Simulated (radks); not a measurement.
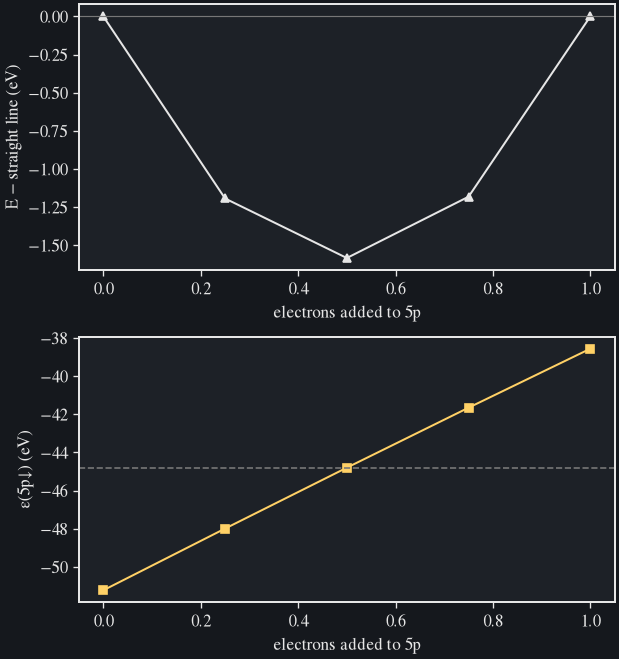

Method: scalar-relativistic Kohn-Sham, BLYP, spin-polarised, spherical densities, point nucleus; computed with the in-house radial solver radks. The occupation of the 5p shell is varied from Dy³⁺ ([Kr] 4d10 4f10 5s2 5p5 (high spin)) to Dy²⁺ ([Xe] 4f10 (high spin)), with spherical fractional occupations. The plot shows the total energy less the straight line between the end points, and the eigenvalue of 5p↓ (the dashed line is minus the energy to take the whole electron out).

Is the energy convex or concave in the occupation, and by how much?

The curve is convex (below the straight line), with the largest deviation among the points computed, −1.58 eV, at 0.5. The end points differ by 44.8 eV, the energy to take the electron out. The eigenvalue, which is the slope of the energy (Janak's theorem), moves from −51.2 eV at 0 to −38.6 eV at 1; for a straight line it would stay constant, and a parabola would sag by an eighth of this change, scaled to a whole electron, 1.58 eV. Convexity is the mark of the delocalisation error, which puts fractional charges too low; for p, d and f shells the spherical spreading of the fraction adds to it. The shell lies under occupied ones, so the straight line is a guide here rather than an exact condition.
